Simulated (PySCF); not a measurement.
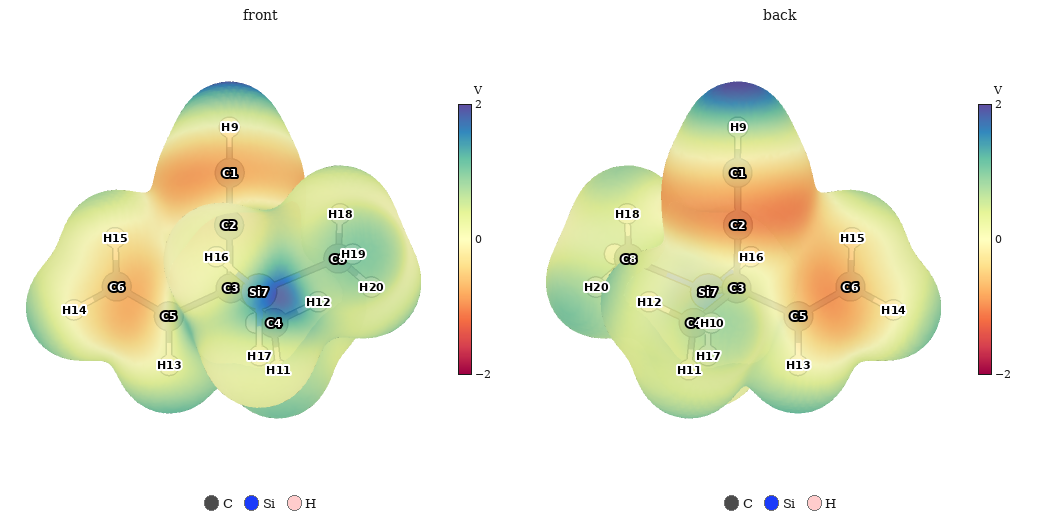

*C₇H₁₂Si (SMILES C#C[C@](C)(C=C)[SiH2]C). The electrostatic potential painted on the density surface at 0.004 e/bohr³, seen from the front and from behind; the colour scale runs from red (negative) to blue (positive).*

Geometry: GFN2-xTB.

Level of theory: PBE0/pcSseg-1, SCF density, gas phase, non-relativistic (PySCF).

Input

```
{"job": {"kind": "nmr", "xc": "PBE0", "basis": "pcSseg-1"}, "charge": 0, "multiplicity": 1}
C      0.079347     2.582681     0.150690
C     -0.181962     1.423065     0.003154
C     -0.461221     0.018439    -0.203510
C     -0.477309    -0.273243    -1.709864
C     -1.767042    -0.383810     0.408424
C     -2.421208     0.282576     1.342701
Si     0.932372    -0.994280     0.681580
C      2.609668    -0.559926    -0.089284
H      0.290130     3.601906     0.282601
H     -1.302068     0.256534    -2.186481
H     -0.601202    -1.339572    -1.891103
H      0.450223     0.054849    -2.174217
H     -2.158165    -1.321490     0.034252
H     -3.350536    -0.077514     1.750618
H     -2.054082     1.217924     1.731225
H      0.896259    -0.644110     2.104449
H      0.635671    -2.421780     0.495627
H      2.765636     0.515016    -0.103879
H      3.418358    -1.005860     0.480449
H      2.691982    -0.920727    -1.110467
```

Run with:

```sh
OMP_NUM_THREADS=1 python probes_run.py task.json out
```

> Where is the surface potential most negative and most positive?

The most negative region (about −1.0 V) lies over C1 and C2, the most positive (about +1.9 V) over H9.

> What dipole moment does the calculation give?

Its dipole moment is 0.80 D.
